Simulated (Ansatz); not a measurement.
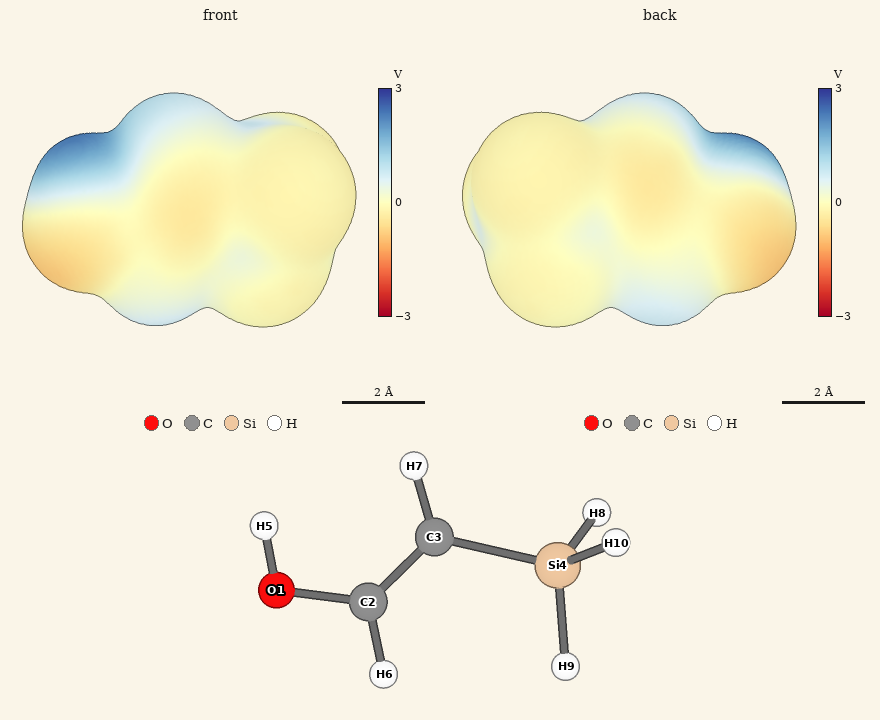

Figure. C₂H₆OSi. The molecular electrostatic potential painted on the density surface at 0.001 e/bohr³, seen from the front and from behind; red is negative and blue positive. The bare structure is drawn below in the same view.

Geometry: PBE0-D4/def2-TZVP.

Method: Ansatz, RKS PBE0-D4/def2-TZVPP.

Input

```
crystal:
  periodic: [false, false, false]
  atoms:
    - {symbol: O, position_ang: [-0.952345, 2.158342, -0.786789]}
    - {symbol: C, position_ang: [-0.351787, 1.180403, -0.084587]}
    - {symbol: C, position_ang: [-0.185248, -0.091776, -0.451375]}
    - {symbol: Si, position_ang: [0.666934, -1.309492, 0.640226]}
    - {symbol: H, position_ang: [-1.260310, 1.802377, -1.627724]}
    - {symbol: H, position_ang: [0.002382, 1.563556, 0.867900]}
    - {symbol: H, position_ang: [-0.567651, -0.404526, -1.423176]}
    - {symbol: H, position_ang: [-0.223351, -2.449791, 0.992642]}
    - {symbol: H, position_ang: [1.080019, -0.615828, 1.890151]}
    - {symbol: H, position_ang: [1.874459, -1.884367, -0.014368]}
basis:
  gaussian: {orbitals: def2-TZVPP}
hamiltonian: {xc: pbe0, dispersion: d4}
output: {orbitals: {seedname: orbitals}}
```

Run with:

```sh
ansatz run in.yaml --threads 2 --pin off --events-out ev --progress --plain --max-ram 4352MiB
```

Describe the electrostatic potential map.

The most negative region (about −0.9 V, or −21 kcal/mol for a unit charge) lies over O1, the most positive (about +2.3 V, or +53 kcal/mol for a unit charge) over H5.
